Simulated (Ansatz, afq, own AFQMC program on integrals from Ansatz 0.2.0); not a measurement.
# SiHS₂ (doublet): AFQMC on the coupled-cluster ladder at distance Si1–S2 = 2.391 Å, cc-pVDZ

How near does AFQMC come to the top of the ladder for SiHS₂ (doublet)?

Computed with Ansatz 0.2.0, Gaussian basis, and an in-house AFQMC program (afq) on its integrals; all values are calculated. Level: cc-pVDZ, frozen cores.

Plan: PBE (unrestricted); r2SCAN (unrestricted); PBE0 (unrestricted); B3LYP (unrestricted); CCSD(T) on UHF; wB97M-V (unrestricted); B2PLYP (unrestricted); CCSDT(Q) on UHF; Phaseless AFQMC, CISD trial on UHF.

24 further runs of the same task are left out: 8 that didn't finish, 16 set aside as unsound or not needed.

**1. What is computed**

The geometry derives from a PBE0/def2-TZVP stationary point (not a proven minimum). One bond is set to the value named and the two fragments are kept rigid.

4 atoms, charge 0, spin multiplicity 2.

Atoms are counted from 1 here; the program's logs count them from 0.

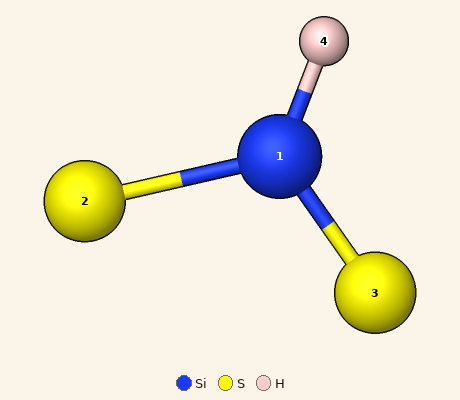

The geometry (silicon blue, sulfur yellow, hydrogen pink); atoms are numbered from 1 in the order of the file.

**2. PBE (unrestricted)**

Contents of in.yaml:

```yaml
crystal:
  periodic: [false, false, false]
  atoms:
    - {symbol: Si, position_ang: [0.000000, -0.827742, 0.114112]}
    - {symbol: S, position_ang: [0.000000, 0.510867, -1.867051]}
    - {symbol: S, position_ang: [0.000000, 0.286706, 1.763513]}
    - {symbol: H, position_ang: [0.000000, -2.308300, 0.114112]}
basis:
  gaussian: {orbitals: cc-pVDZ}
magnetization: {spin_polarized: true, initial_magnetization: 1}
hamiltonian: {xc: {name: PBE}}
output: {orbitals: {seedname: orbitals}}
```

Run with:

```
> ansatz run in.yaml --threads 1 --pin off --events-out ev --progress --plain --max-ram 5632MiB --backend cpu
```

Standard output:

```text
Functional definition: PBE
  name "PBE"
  cite "Perdew, Burke & Ernzerhof, Phys. Rev. Lett. 77, 3865 (1996) doi:10.1103/PhysRevLett.77.3865"
  parent pbe
  parameter kappa = 0.804
  parameter beta = 0.06672455060314922
  exchange = pbe_x(kappa = kappa, mu = beta*pi^2/3)
  correlation = pbe_c(beta = beta)
611 factors; integrals over basis functions are off by at most 1.2e-3 eV
mean field evaluation 1: about -29549.4462 eV, gradient 1.4e1 eV
mean field evaluation 2: about -29530.5318 eV, gradient 4.8e1 eV
mean field evaluation 4: about -29550.4690 eV, gradient 7.1e0 eV
mean field evaluation 8: about -29550.9132 eV, gradient 1.4e-1 eV
mean field evaluation 16: about -29550.9134 eV, gradient 3.6e-5 eV
mean field evaluation 32: about -29550.5354 eV, gradient 2.6e0 eV
mean field evaluation 64: about -29550.8384 eV, gradient 4.2e-1 eV
mean field -29550.91339694 eV, -1085.9760370090 hartree, gradient 1.3e-5 eV, S^2 0.754508; 6 other end points of the search recorded, 0 dependent functions left out
reference -29550.91342633 eV, -1085.9760380889 hartree; 24, 23 occupied and 35, 36 virtual orbitals, 611 factors
Total energy: -29550.91342633 eV, -1085.9760380889 hartree
```

Run time: 4.8 s. Hardware: 1 thread of AMD EPYC 7R13 (Zen 3), shared host; peak memory 1.6 GiB.

From the report: ⟨S²⟩ of the determinant 0.755 (pure doublet: 0.75).

**3. r2SCAN (unrestricted)**

Edit in.yaml of step 2 so:

```diff
@@ -10,3 +10,2 @@
 magnetization: {spin_polarized: true, initial_magnetization: 1}
-hamiltonian: {xc: {name: PBE}}
-output: {orbitals: {seedname: orbitals}}
+hamiltonian: {xc: {name: r2SCAN}}
```

Launched as before.

Standard output (excerpt; [...] marks lines left out):

```text
Functional definition: r2SCAN
  name "r2SCAN"
  cite "Furness, Kaplan, Ning, Perdew & Sun, J. Phys. Chem. Lett. 11, 8208 (2020) doi:10.1021/acs.jpclett.0c02405"
  cite "Furness, Kaplan, Ning, Perdew & Sun, J. Phys. Chem. Lett. 11, 9248 (2020) doi:10.1021/acs.jpclett.0c03077"
  parent r2scan
[...]
611 factors; integrals over basis functions are off by at most 1.2e-3 eV
[...]
mean field -29561.97991090 eV, -1086.3827238960 hartree, gradient 1.6e-5 eV, S^2 0.758188; 5 other end points of the search recorded, 0 dependent functions left out
reference -29561.97991964 eV, -1086.3827242170 hartree; 24, 23 occupied and 35, 36 virtual orbitals, 611 factors
Total energy: -29561.97991964 eV, -1086.3827242170 hartree
```

Run time: 9 s. Hardware: 1 thread of AMD EPYC 7R13 (Zen 3), shared host; peak memory 1.6 GiB.

From the report: ⟨S²⟩ of the determinant 0.758 (pure doublet: 0.75).

**4. PBE0 (unrestricted)**

Edit in.yaml of step 3 so:

```diff
@@ -10,2 +10,3 @@
 magnetization: {spin_polarized: true, initial_magnetization: 1}
-hamiltonian: {xc: {name: r2SCAN}}
+hamiltonian: {xc: {name: PBE0}}
+output: {orbitals: {seedname: orbitals}}
```

The command is unchanged.

Standard output (excerpt; [...] marks lines left out):

```text
Functional definition: PBE0
  name "PBE0"
  cite "Adamo & Barone, J. Chem. Phys. 110, 6158 (1999) doi:10.1063/1.478522"
  cite "Perdew, Burke & Ernzerhof, Phys. Rev. Lett. 77, 3865 (1996) doi:10.1103/PhysRevLett.77.3865"
  parent pbe
[...]
611 factors; integrals over basis functions are off by at most 1.2e-3 eV
[...]
mean field -29553.18350071 eV, -1086.0594617840 hartree, gradient 6.7e-6 eV, S^2 0.755893; 3 other end points of the search recorded, 0 dependent functions left out
reference -29553.18352260 eV, -1086.0594625882 hartree; 24, 23 occupied and 35, 36 virtual orbitals, 611 factors
Total energy: -29553.18352260 eV, -1086.0594625882 hartree
```

Run time: 4 s. Hardware: 1 thread of AMD EPYC 7R13 (Zen 3), shared host; peak memory 1.6 GiB.

From the report: ⟨S²⟩ of the determinant 0.756 (pure doublet: 0.75).

**5. B3LYP (unrestricted)**

Edit in.yaml of step 4 so:

```diff
@@ -10,3 +10,2 @@
 magnetization: {spin_polarized: true, initial_magnetization: 1}
-hamiltonian: {xc: {name: PBE0}}
-output: {orbitals: {seedname: orbitals}}
+hamiltonian: {xc: {name: B3LYP}}
```

Launched as before.

Standard output (excerpt; [...] marks lines left out):

```text
Functional definition: B3LYP
  name "B3LYP"
  cite "Stephens, Devlin, Chabalowski & Frisch, J. Phys. Chem. 98, 11623 (1994) doi:10.1021/j100096a001"
  cite "Becke, Phys. Rev. A 38, 3098 (1988) doi:10.1103/PhysRevA.38.3098"
  cite "Lee, Yang & Parr, Phys. Rev. B 37, 785 (1988) doi:10.1103/PhysRevB.37.785"
  cite "Vosko, Wilk & Nusair, Can. J. Phys. 58, 1200 (1980) doi:10.1139/p80-159"
[...]
611 factors; integrals over basis functions are off by at most 1.2e-3 eV
[...]
mean field -29565.49615127 eV, -1086.5119433460 hartree, gradient 1.3e-5 eV, S^2 0.755149; 3 other end points of the search recorded, 0 dependent functions left out
reference -29565.49637109 eV, -1086.5119514242 hartree; 24, 23 occupied and 35, 36 virtual orbitals, 611 factors
Total energy: -29565.49637109 eV, -1086.5119514242 hartree
```

It took 3.9 s on 1 thread of AMD EPYC 7R13 (Zen 3), shared host; peak memory 1.6 GiB.

From the report: ⟨S²⟩ of the determinant 0.755 (pure doublet: 0.75).

**6. CCSD(T) on UHF**

Edit in.yaml of step 5 so:

```diff
@@ -10,2 +10,2 @@
 magnetization: {spin_polarized: true, initial_magnetization: 1}
-hamiltonian: {xc: {name: B3LYP}}
+correlation: {method: ccsd_t, electrons: outside_noble_gas, hamiltonian_folder: ham}
```

Run with:

```
> ansatz run in.yaml --threads 1 --pin off --events-out ev --progress --plain --max-ram 16896MiB --backend cuda --devices 0, --max-vram 18GiB
```

Standard output (excerpt; [...] marks lines left out):

```text
Functional definition: HF
  name "HF"
  cite "Fock, Z. Phys. 61, 126 (1930) doi:10.1007/BF01340294"
  parent pbe
[...]
611 factors; integrals over basis functions are off by at most 1.2e-3 eV
[...]
mean field -29512.77038991 eV, -1084.5743073549 hartree, gradient 9.0e-6 eV, S^2 0.762385; 17 other end points of the search recorded, 0 dependent functions left out
determinant -29512.77038991 eV, -1084.5743073549 hartree, with singles and doubles -29522.56946844 eV, -1084.9344168488 hartree
determinant -29512.61558379 eV, -1084.5686183348 hartree, with singles and doubles -29522.40382556 eV, -1084.9283295851 hartree
determinant -29510.66829107 eV, -1084.4970566476 hartree, with singles and doubles -29519.70647271 eV, -1084.8292036963 hartree
determinant -29510.66271291 eV, -1084.4968516540 hartree, with singles and doubles -29519.75241915 eV, -1084.8308921970 hartree
[...]
determinant -29510.57843952 eV, -1084.4937546640 hartree, with singles and doubles -29519.57408462 eV, -1084.8243385237 hartree
determinant -29509.77015948 eV, -1084.4640509203 hartree, with singles and doubles -29520.24905797 eV, -1084.8491433369 hartree
determinant -29512.77038991 eV, -1084.5743073549 hartree, with singles and doubles -29522.57462771 eV, -1084.9346064487 hartree
determinant -29512.61558379 eV, -1084.5686183348 hartree, with singles and doubles -29522.40874762 eV, -1084.9285104678 hartree
15 core orbitals not correlated: weight in the atoms' cores, before any rotation towards them, 1.000 or more for the frozen orbitals, at most 0.000 for the correlated occupied ones
reference -29512.77038991 eV, -1084.5743073549 hartree; 9, 8 occupied and 35, 36 virtual orbitals, 611 factors
second order -8.74337872 eV of doubles, -0.00000000 eV of singles
cycle   1  -9.80423613 eV  change    1.7e-6 eV  update   2.5e-6
perturbative correction -0.40057052 eV, -0.0147206949 hartree
Total energy: -29522.97519656 eV, -1084.9493270821 hartree
```

Run time: 24 s. Hardware: 1 × NVIDIA H100 80GB HBM3 with 1 thread of AMD EPYC 7R13 (Zen 3), shared host; peak host memory 1.6 GiB.

From the report: ⟨S²⟩ of the determinant 0.762 (pure doublet: 0.75); correlation -10.2048 eV; T1 0.027; largest double amplitude 0.07.

This run also writes the integrals to the folder ham.

**7. wB97M-V (unrestricted)**

Edit in.yaml of step 6 so:

```diff
@@ -10,2 +10,3 @@
 magnetization: {spin_polarized: true, initial_magnetization: 1}
-correlation: {method: ccsd_t, electrons: outside_noble_gas, hamiltonian_folder: ham}
+hamiltonian: {xc: {name: wB97M-V}}
+output: {orbitals: {seedname: orbitals}}
```

Run with:

```
> ansatz run in.yaml --threads 1 --pin off --events-out ev --progress --plain --max-ram 5632MiB --backend cpu
```

Standard output (excerpt; [...] marks lines left out):

```text
Functional definition: wB97M-V
  name "wB97M-V"
  cite "Mardirossian & Head-Gordon, J. Chem. Phys. 144, 214110 (2016) doi:10.1063/1.4952647"
  cite "Becke, J. Chem. Phys. 107, 8554 (1997) doi:10.1063/1.475007"
  cite "Vydrov & Van Voorhis, J. Chem. Phys. 133, 244103 (2010) doi:10.1063/1.3521275"
  # Of w^i u^j: cxij and so on, Table III.
[...]
  gx(w, u) = 1 - cx + cx01*u + cx10*w
  gss(w, u) = css00 + css04*u^4 + css10*w + css20*w^2 + css43*w^4*u^3
  gos(w, u) = cos00 + cos10*w + (cos20 + cos21*u)*w^2 + (cos60 + cos61*u)*w^6
[...]
      + integral(e_c_pw_mod_opposite_spin*gos(b97_w_opposite, b97_u_opposite)) + vv10(b, c)
611 factors; integrals over basis functions are off by at most 1.2e-3 eV
186 factors; integrals over basis functions are off by at most 8.2e-6 eV
[...]
mean field -29562.28476477 eV, -1086.3939270690 hartree, gradient 6.0e-6 eV, S^2 0.753557; 3 other end points of the search recorded, 0 dependent functions left out
reference -29562.28479842 eV, -1086.3939283056 hartree; 24, 23 occupied and 35, 36 virtual orbitals, 611 factors
Total energy: -29562.28479842 eV, -1086.3939283056 hartree
```

Wall time 16 s (1 thread of AMD EPYC 7R13 (Zen 3), shared host); peak memory 1.6 GiB.

From the report: ⟨S²⟩ of the determinant 0.754 (pure doublet: 0.75).

**8. B2PLYP (unrestricted)**

Edit in.yaml of step 7 so:

```diff
@@ -10,3 +10,3 @@
 magnetization: {spin_polarized: true, initial_magnetization: 1}
-hamiltonian: {xc: {name: wB97M-V}}
-output: {orbitals: {seedname: orbitals}}
+hamiltonian: {xc: {name: B2PLYP}}
+correlation: {electrons: outside_noble_gas}
```

Same command.

Standard output (excerpt; [...] marks lines left out):

```text
Functional definition: B2PLYP
  name "B2PLYP"
  cite "Grimme, J. Chem. Phys. 124, 034108 (2006) doi:10.1063/1.2148954"
  cite "Becke, Phys. Rev. A 38, 3098 (1988) doi:10.1103/PhysRevA.38.3098"
  cite "Lee, Yang & Parr, Phys. Rev. B 37, 785 (1988) doi:10.1103/PhysRevB.37.785"
[...]
611 factors; integrals over basis functions are off by at most 1.2e-3 eV
[...]
mean field -29550.01896572 eV, -1085.9431672681 hartree, gradient 5.9e-6 eV, S^2 0.756700; 4 other end points of the search recorded, 0 dependent functions left out
15 core orbitals not correlated: weight in the atoms' cores, before any rotation towards them, 1.000 or more for the frozen orbitals, at most 0.000 for the correlated occupied ones
reference -29550.01910470 eV, -1085.9431723752 hartree; 9, 8 occupied and 35, 36 virtual orbitals, 611 factors
second order -11.30139452 eV of doubles, -0.00000000 eV of singles
Total energy: -29553.07048122 eV, -1086.0553083940 hartree
```

Wall time 4.1 s (1 thread of AMD EPYC 7R13 (Zen 3), shared host); peak memory 1.6 GiB.

From the report: ⟨S²⟩ of the determinant 0.757 (pure doublet: 0.75).

**9. CCSDT(Q) on UHF**

Edit in.yaml of step 8 so:

```diff
@@ -10,3 +10,2 @@
 magnetization: {spin_polarized: true, initial_magnetization: 1}
-hamiltonian: {xc: {name: B2PLYP}}
-correlation: {electrons: outside_noble_gas}
+correlation: {method: ccsdt_q, electrons: outside_noble_gas}
```

Run with:

```
> ansatz run in.yaml --threads 1 --pin off --events-out ev --progress --plain --max-ram 16896MiB --backend cuda --devices 0, --max-vram 18GiB
```

Standard output (excerpt; [...] marks lines left out):

```text
Functional definition: HF
  name "HF"
  cite "Fock, Z. Phys. 61, 126 (1930) doi:10.1007/BF01340294"
  parent pbe
[...]
1144 factors; integrals over basis functions are off by at most 1.7e-7 eV
[...]
mean field -29512.77052792 eV, -1084.5743124265 hartree, gradient 9.1e-6 eV, S^2 0.762385; 16 other end points of the search recorded, 0 dependent functions left out
determinant -29512.77052792 eV, -1084.5743124265 hartree, with singles and doubles -29522.56961228 eV, -1084.9344221350 hartree
determinant -29512.61572973 eV, -1084.5686236981 hartree, with singles and doubles -29522.40397828 eV, -1084.9283351976 hartree
determinant -29510.66842967 eV, -1084.4970617410 hartree, with singles and doubles -29519.70661864 eV, -1084.8292090593 hartree
determinant -29510.66284682 eV, -1084.4968565751 hartree, with singles and doubles -29519.75256121 eV, -1084.8308974176 hartree
[...]
determinant -29510.57858566 eV, -1084.4937600344 hartree, with singles and doubles -29519.57424103 eV, -1084.8243442716 hartree
determinant -29512.77052792 eV, -1084.5743124265 hartree, with singles and doubles -29522.57477143 eV, -1084.9346117303 hartree
determinant -29512.61572973 eV, -1084.5686236981 hartree, with singles and doubles -29522.40890037 eV, -1084.9285160810 hartree
15 core orbitals not correlated: weight in the atoms' cores, before any rotation towards them, 1.000 or more for the frozen orbitals, at most 0.000 for the correlated occupied ones
reference -29512.77052792 eV, -1084.5743124265 hartree; 9, 8 occupied and 35, 36 virtual orbitals, 1144 factors
second order -8.74341424 eV of doubles, -0.00000000 eV of singles
cycle   1  -9.38441969 eV  change   -6.4e-1 eV  update   1.2e-1
[...]
cycle  25  -10.26412446 eV  change   -4.6e-7 eV  update   1.8e-6
perturbative correction -0.04346371 eV, -0.0015972619 hartree
Total energy: -29523.07811609 eV, -1084.9531093051 hartree
```

Wall time 36 s (1 × NVIDIA H100 80GB HBM3 with 1 thread of AMD EPYC 7R13 (Zen 3), shared host); peak host memory 1.6 GiB.

From the report: ⟨S²⟩ of the determinant 0.762 (pure doublet: 0.75); correlation -10.3076 eV; T1 0.035; largest double amplitude 0.09.

**10. Phaseless AFQMC, CISD trial on UHF**

It reads the integrals that the CCSD(T) run on this determinant wrote.

Run with:

```
> afq ham --method phaseless --trial cisd --walkers 4000 --populations 20 --least-time 60 --time-step 0.005 --steps-per-block 50 --equilibration-blocks 28 --max-blocks 4000 --target-error 0.00024 --factor-cut 1e-05 --start spin_pure --seed 423 --release-times 0.24,0.51,0.99,1.5 --release-step 0.03 --release-every 4 --taylor-order 6
```

Standard output:

```text
orbitals 44  electrons 9 8  factors 334 of 611
reference energy -1084.57430735 Eh
CCSD correlation -0.36029879 Eh in 17 cycles, weight of the determinant in the CISD state 0.8065
energy of the start -1084.934188 Eh
 block  time / (1/Eh)  mean weight  energy / Eh
     1     0.250  0.9999  -1084.923904
     2     0.500  0.9995  -1084.926799
     3     0.750  0.9999  -1084.931538
     4     1.000  0.9998  -1084.936392
     5     1.250  0.9998  -1084.939808
     6     1.500  0.9999  -1084.942372
     7     1.750  1.0000  -1084.943886
     8     2.000  1.0003  -1084.944452
     9     2.250  0.9999  -1084.946121
    10     2.500  1.0000  -1084.947774
    11     2.750  1.0000  -1084.947749
    12     3.000  1.0000  -1084.949367
    13     3.250  0.9998  -1084.949958
    14     3.500  1.0001  -1084.950053
    15     3.750  1.0001  -1084.949672
    16     4.000  0.9998  -1084.950270
    17     4.250  1.0000  -1084.950880
    18     4.500  1.0001  -1084.951890
    19     4.750  1.0000  -1084.950002
    20     5.000  1.0000  -1084.949979
    21     5.250  1.0003  -1084.950231
    22     5.500  1.0001  -1084.950599
    23     5.750  0.9999  -1084.951673
    24     6.000  0.9997  -1084.951594
    25     6.250  1.0002  -1084.952854
    26     6.500  0.9997  -1084.951342
    27     6.750  1.0001  -1084.952123
    28     7.000  0.9998  -1084.952213
    29     7.250  0.9998  -1084.952140
    30     7.500  0.9997  -1084.952372
    31     7.750  0.9997  -1084.951829
    32     8.000  1.0001  -1084.951467
    33     8.250  1.0000  -1084.952027
    34     8.500  1.0002  -1084.951882
    35     8.750  1.0000  -1084.952281
    36     9.000  0.9997  -1084.952255
    37     9.250  0.9998  -1084.951496
    38     9.500  0.9999  -1084.951859
    39     9.750  1.0002  -1084.952047
    40    10.000  1.0000  -1084.950752
    41    10.250  1.0000  -1084.952422
    42    10.500  0.9997  -1084.952045
    43    10.750  1.0000  -1084.951749
    44    11.000  0.9997  -1084.952028
    45    11.250  1.0000  -1084.951475
    46    11.500  1.0001  -1084.951372
    47    11.750  1.0001  -1084.952235
    48    12.000  1.0001  -1084.952926
    49    12.250  1.0002  -1084.951677
    50    12.500  1.0001  -1084.952561
    51    12.750  0.9997  -1084.951965
    52    13.000  1.0002  -1084.952547
    53    13.250  0.9998  -1084.952511
    54    13.500  1.0000  -1084.950899
    55    13.750  1.0000  -1084.951693
    56    14.000  1.0004  -1084.950699
    57    14.250  1.0000  -1084.952016
    58    14.500  1.0001  -1084.951347
    59    14.750  0.9998  -1084.951713
    60    15.000  1.0001  -1084.951665
    61    15.250  1.0002  -1084.950201
    62    15.500  1.0001  -1084.951104
    63    15.750  0.9998  -1084.950025
    64    16.000  0.9997  -1084.949659
    65    16.250  0.9999  -1084.950889
    66    16.500  1.0002  -1084.949978
    67    16.750  1.0000  -1084.951246
    68    17.000  1.0000  -1084.951985
    69    17.250  1.0000  -1084.951451
    70    17.500  0.9999  -1084.951894
    71    17.750  0.9997  -1084.951707
    72    18.000  1.0000  -1084.951626
    73    18.250  1.0002  -1084.951221
    74    18.500  1.0002  -1084.951145
    75    18.750  1.0000  -1084.951481
    76    19.000  1.0000  -1084.951233
    77    19.250  0.9996  -1084.952376
    78    19.500  1.0002  -1084.952177
error from the spread of 20 populations
released: time / (1/Eh)  energy / Eh  error  mean overlap
  0.24  -1084.952162  0.000261  0.9956
  0.51  -1084.951987  0.000258  0.9994
  0.99  -1084.952294  0.000349  0.9974
  1.50  -1084.952260  0.000484  0.9979
energy -1084.951627 +/- 0.000229 Eh
```

Wall time 92 s (1 × NVIDIA H100 80GB HBM3 with 2 threads of AMD EPYC 7R13 (Zen 3), shared host); peak host memory 1.6 GiB.

Energy -29523.0378 ± 0.0062 eV. Caveats: constraint bias not in the error.

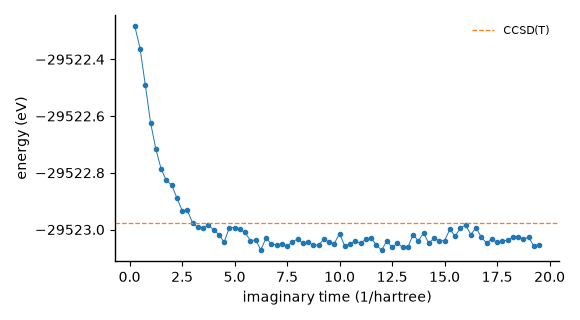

Block energies along the walk.

**11. AFQMC on the ladder**

On the UHF determinant, counted from CCSDT(Q) (a yardstick, not exact):

```tsv
level	energy (eV)	from CCSDT(Q) (kcal/mol)	statistical error (kcal/mol)	time
HF	-29512.7704	+237.70		
MP2	-29521.5138	+36.07		
CCSD	-29522.5746	+11.61		
CCSD(T)	-29522.9752	+2.37		
CCSDT(Q)	-29523.0781	0.00		
Phaseless AFQMC, CISD trial, step 0.005, 4000 walkers	-29523.0378	+0.93	0.14	92 s
```

The functionals' totals stand on their own zeros and serve differences with other points: PBE -29550.913 eV; r2SCAN -29561.980 eV; PBE0 -29553.184 eV; B3LYP -29565.496 eV; wB97M-V -29562.285 eV; B2PLYP -29553.070 eV.

**12. What came out**

```
                                        quantity                  value
                    CCSD(T) on UHF from CCSDT(Q)         +2.37 kcal/mol
Phaseless AFQMC, CISD trial on UHF from CCSDT(Q)  +0.93 ± 0.14 kcal/mol
```

What this shows: On UHF the phaseless walk with the CISD trial lies +0.93 kcal/mol from CCSDT(Q), 6 times its error bar. Error bars are statistical and leave out the constraint, the time step and what remains of the start.
